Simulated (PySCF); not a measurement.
# Run report: GeH3Br (charge +1), single-point calculation

GeH3Br, charge +1, multiplicity 2, computed with wB97M-V/aug-cc-pVDZ, UKS (PySCF 2.14.0).

The geometry is that of the parent species in another charge or spin state. The geometry comes from this level: PBE0-D4/def2-TZVP.

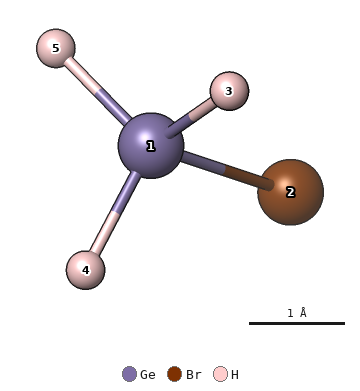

Fig. 1: The structure as given in the input (ball-and-stick view, seen at a tilt; atoms are numbered from 1 in the order of the input). Sticks mark near contacts.

### The input (input.py)
```python
from pyscf import gto, dft

mol = gto.Mole()
mol.atom = '''
Ge     0.262748     0.025870    -0.244058
Br    -2.926146    -0.288164     2.717936
H      0.242282     2.744241    -1.237960
H     -0.325468    -1.882035    -2.339651
H      2.746622    -0.599894     1.103732
'''
mol.max_memory = 1860
mol.verbose = 4
mol.spin = 1
mol.basis = 'aug-cc-pvdz'
mol.unit = 'bohr'
mol.charge = 1
mol.build()

ks = dft.UKS(mol)
ks.xc = 'wb97m-v'
ks.grids.level = 5
ks.conv_tol = 1e-10
ks.nlcgrids.level = 1
ks.kernel()
if not ks.converged:
    ks = ks.newton().run(ks.mo_coeff, ks.mo_occ)

e_final = ks.e_tot
print(f'total energy: {e_final:.8f} hartree')
```

Launched with:
```bash
OMP_NUM_THREADS=1 python input.py
```

### Log
```
PySCF version 2.14.0

[INPUT] num. atoms = 5
[INPUT] num. electrons = 69
[INPUT] charge = 1
[INPUT] spin (= nelec alpha-beta = 2S) = 1
[INPUT] symmetry False subgroup None
[INPUT] Mole.unit = bohr
[INPUT] Symbol           X                Y                Z      unit          X                Y                Z       unit  Magmom
[INPUT]  1 Ge     0.139040253815   0.013689814447  -0.129149931743 AA    0.262748000000   0.025870000000  -0.244058000000 Bohr   0.0
[INPUT]  2 Br    -1.548449779025  -0.152489821808   1.438269791939 AA   -2.926146000000  -0.288164000000   2.717936000000 Bohr   0.0
[INPUT]  3 H      0.128210113016   1.452189798472  -0.655100220031 AA    0.242282000000   2.744241000000  -1.237960000000 Bohr   0.0
[INPUT]  4 H     -0.172230248484  -0.995930032154  -1.238089990706 AA   -0.325468000000  -1.882035000000  -2.339651000000 Bohr   0.0
[INPUT]  5 H      1.453449769412  -0.317450233768   0.584069821363 AA    2.746622000000  -0.599894000000   1.103732000000 Bohr   0.0

nuclear repulsion = 308.239817613679
number of shells = 33
number of NR pGTOs = 205
number of NR cGTOs = 99
basis = aug-cc-pvdz
ecp = {}

******** <class 'pyscf.dft.uks.UKS'> ********
method = UKS
initial guess = minao
damping factor = 0
level_shift factor = 0
DIIS = <class 'pyscf.scf.diis.CDIIS'>
diis_start_cycle = 1
diis_space = 8
diis_damp = 0
SCF conv_tol = 1e-10
SCF conv_tol_grad = None
SCF max_cycles = 50
direct_scf = True
direct_scf_tol = 1e-13
number electrons alpha = 35  beta = 34
XC library pyscf.dft.libxc version 7.0.0
    S. Lehtola, C. Steigemann, M. J.T. Oliveira, and M. A.L. Marques.,  SoftwareX 7, 1–5 (2018)
XC functionals = wb97m-v
radial grids:
    Treutler-Ahlrichs [JCP 102, 346 (1995); DOI:10.1063/1.469408] (M4) radial grids

becke partition: Becke, JCP 88, 2547 (1988); DOI:10.1063/1.454033
pruning grids: <function nwchem_prune>
grids dens level: 5
symmetrized grids: False
atomic radii adjust function: <function treutler_atomic_radii_adjust>
** Following is NLC and NLC Grids **
NLC functional = wb97m-v
radial grids:
    Treutler-Ahlrichs [JCP 102, 346 (1995); DOI:10.1063/1.469408] (M4) radial grids

becke partition: Becke, JCP 88, 2547 (1988); DOI:10.1063/1.454033
pruning grids: <function nwchem_prune>
grids dens level: 1
symmetrized grids: False
atomic radii adjust function: <function treutler_atomic_radii_adjust>
small_rho_cutoff = 0
Set gradient conv threshold to 1e-05
tot grids = 160096
tot grids = 22168
init E= -4650.95606123205
  alpha nocc = 35  HOMO = -0.350684874450467  LUMO = -0.019818506810489

WARN: beta  nocc = 34  HOMO -0.35068670318274 >= LUMO -0.350684874450467

WARN: HOMO -0.350684874450467 >= LUMO -0.350684874450467

cycle= 1 E= -4652.18866858159  delta_E= -1.23  |g|= 0.27  |ddm|= 1.19
  alpha nocc = 35  HOMO = -0.637172830827719  LUMO = -0.232779951489133
  beta  nocc = 34  HOMO = -0.629683775697075  LUMO = -0.460355175599154
  HOMO = -0.629683775697  LUMO = -0.460355175599  gap/eV = 4.60767
cycle= 2 E= -4652.23770283852  delta_E= -0.049  |g|= 0.196  |ddm|= 0.539
  alpha nocc = 35  HOMO = -0.650973655985667  LUMO = -0.189096118079045
  beta  nocc = 34  HOMO = -0.640985644761694  LUMO = -0.436392907556839
  HOMO = -0.640985644762  LUMO = -0.436392907557  gap/eV = 5.56725
cycle= 3 E= -4652.26202020437  delta_E= -0.0243  |g|= 0.0343  |ddm|= 0.25
  alpha nocc = 35  HOMO = -0.639513278856693  LUMO = -0.17691843045354
  beta  nocc = 34  HOMO = -0.628958424830334  LUMO = -0.411031764143368
  HOMO = -0.62895842483  LUMO = -0.411031764143  gap/eV = 5.93009
cycle= 4 E= -4652.26480251961  delta_E= -0.00278  |g|= 0.0247  |ddm|= 0.0798
  alpha nocc = 35  HOMO = -0.640982136288051  LUMO = -0.175515071315923
  beta  nocc = 34  HOMO = -0.630815931670003  LUMO = -0.405453158394912
  HOMO = -0.63081593167  LUMO = -0.405453158395  gap/eV = 6.13243
cycle= 5 E= -4652.26665008794  delta_E= -0.00185  |g|= 0.0139  |ddm|= 0.0657
  alpha nocc = 35  HOMO = -0.641437488625537  LUMO = -0.17550317867424
  beta  nocc = 34  HOMO = -0.632275928875346  LUMO = -0.399894760993269
  HOMO = -0.632275928875  LUMO = -0.399894760993  gap/eV = 6.32341
cycle= 6 E= -4652.26809283684  delta_E= -0.00144  |g|= 0.00627  |ddm|= 0.0883
  alpha nocc = 35  HOMO = -0.641318997861457  LUMO = -0.175710314399901
  beta  nocc = 34  HOMO = -0.633275577972765  LUMO = -0.399705029964643
  HOMO = -0.633275577973  LUMO = -0.399705029965  gap/eV = 6.35578
cycle= 7 E= -4652.26838455733  delta_E= -0.000292  |g|= 0.00185  |ddm|= 0.0527
  alpha nocc = 35  HOMO = -0.641023796348595  LUMO = -0.175539163108246
  beta  nocc = 34  HOMO = -0.633048915378294  LUMO = -0.400668527170161
  HOMO = -0.633048915378  LUMO = -0.40066852717  gap/eV = 6.32339
cycle= 8 E= -4652.26839389846  delta_E= -9.34e-06  |g|= 0.000984  |ddm|= 0.00593
  alpha nocc = 35  HOMO = -0.640996420753918  LUMO = -0.175513326820852
  beta  nocc = 34  HOMO = -0.633165739379637  LUMO = -0.400261439834154
  HOMO = -0.63316573938  LUMO = -0.400261439834  gap/eV = 6.33765
cycle= 9 E= -4652.26839599867  delta_E= -2.1e-06  |g|= 0.000197  |ddm|= 0.00485
  alpha nocc = 35  HOMO = -0.640992100277451  LUMO = -0.17549203572242
  beta  nocc = 34  HOMO = -0.633142557305814  LUMO = -0.400283213287109
  HOMO = -0.633142557306  LUMO = -0.400283213287  gap/eV = 6.33643
cycle= 10 E= -4652.2683961006  delta_E= -1.02e-07  |g|= 3.97e-05  |ddm|= 0.000914
  alpha nocc = 35  HOMO = -0.640999472550386  LUMO = -0.175498705202578
  beta  nocc = 34  HOMO = -0.633148851424525  LUMO = -0.400282906559545
  HOMO = -0.633148851425  LUMO = -0.40028290656  gap/eV = 6.33661
cycle= 11 E= -4652.26839610477  delta_E= -4.17e-09  |g|= 1.89e-05  |ddm|= 0.000138
  alpha nocc = 35  HOMO = -0.640997696204588  LUMO = -0.175496595539169
  beta  nocc = 34  HOMO = -0.633147996380054  LUMO = -0.40027732388871
  HOMO = -0.63314799638  LUMO = -0.400277323889  gap/eV = 6.33673
cycle= 12 E= -4652.26839610591  delta_E= -1.14e-09  |g|= 1.15e-05  |ddm|= 6.33e-05
  alpha nocc = 35  HOMO = -0.640998582188597  LUMO = -0.175497384327045
  beta  nocc = 34  HOMO = -0.633147835000119  LUMO = -0.4002816164636
  HOMO = -0.633147835  LUMO = -0.400281616464  gap/eV = 6.33661
cycle= 13 E= -4652.26839610672  delta_E= -8.07e-10  |g|= 7.44e-06  |ddm|= 5.37e-05
  alpha nocc = 35  HOMO = -0.640998223024061  LUMO = -0.175497152495601
  beta  nocc = 34  HOMO = -0.633147342658106  LUMO = -0.400280353023274
  HOMO = -0.633147342658  LUMO = -0.400280353023  gap/eV = 6.33663
cycle= 14 E= -4652.26839610732  delta_E= -6e-10  |g|= 3.3e-06  |ddm|= 5.75e-05
  alpha nocc = 35  HOMO = -0.64099817878671  LUMO = -0.175497231657881
  beta  nocc = 34  HOMO = -0.633147433502601  LUMO = -0.400279937364227
  HOMO = -0.633147433503  LUMO = -0.400279937364  gap/eV = 6.33665
cycle= 15 E= -4652.26839610743  delta_E= -1.09e-10  |g|= 1.35e-06  |ddm|= 3.12e-05
  alpha nocc = 35  HOMO = -0.640998039333802  LUMO = -0.175497136379789
  beta  nocc = 34  HOMO = -0.633147493320647  LUMO = -0.400279771867865
  HOMO = -0.633147493321  LUMO = -0.400279771868  gap/eV = 6.33665
cycle= 16 E= -4652.2683961074  delta_E= 3.09e-11  |g|= 6.66e-07  |ddm|= 9.78e-06
  alpha nocc = 35  HOMO = -0.64099803726723  LUMO = -0.175497203664999
  beta  nocc = 34  HOMO = -0.633147579631005  LUMO = -0.40027992038173
  HOMO = -0.633147579631  LUMO = -0.400279920382  gap/eV = 6.33665
```

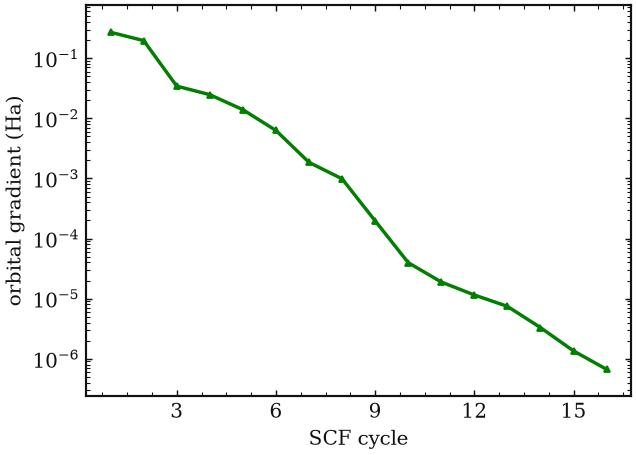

Fig. 2: Convergence of the self-consistent field: orbital gradient against the SCF cycle. The residual falls at every step.

```
Extra cycle  E= -4652.26839610745  delta_E= -5.09e-11  |g|= 5.18e-07  |ddm|= 1.9e-06
converged SCF energy = -4652.26839610745  <S^2> = 0.75363484  2S+1 = 2.0036315
total energy: -4652.26839611 hartree
```

### Key numbers

```json
{"quantity": "outcome", "value": "converged"}
{"quantity": "total energy", "value": "−4652.268396 hartree"}
{"quantity": "basis functions", "value": "99"}
{"quantity": "⟨S²⟩", "value": "0.754"}
{"quantity": "hardware", "value": "1 thread of Arm Neoverse V1, 24 GiB of memory available, shared host"}
{"quantity": "wall time", "value": "2.5 min"}
{"quantity": "peak memory", "value": "0.55 GiB"}
```

### Notes

The record of the run, not the program, notes: dipole of an ion depends on the origin; logged alpha LUMO and gap are faulty.
